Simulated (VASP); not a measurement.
```
CELL_PARAMETERS angstrom
      0.00000     2.97257     2.97257
      2.97257     0.00000     2.97257
      2.97257     2.97257     0.00000
ATOMIC_POSITIONS crystal
  Nb 0.00000 0.00000 0.00000
  Al 0.25000 0.25000 0.25000
```

All values below come from PBE GGA, VASP's PBE PAW potentials (set 64) (plane waves; VASP). Numerical set-up: 400 eV cut-off, 12×12×12 Γ-centred mesh, tetrahedra with Blöchl corrections, potentials Nb_sv Al.

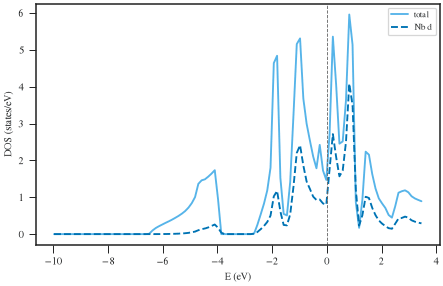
Total and projected density of states, zero at the Fermi level

Within 2 eV below the Fermi level the largest weight inside VASP's projection spheres is Nb d.

It has no gap at this level: it comes out as a metal or semimetal.

The structure was generated: NbAl was put into the zinc blende type (F-43m), which need not be its known phase. It was relaxed first, which changed the volume by -26 %.
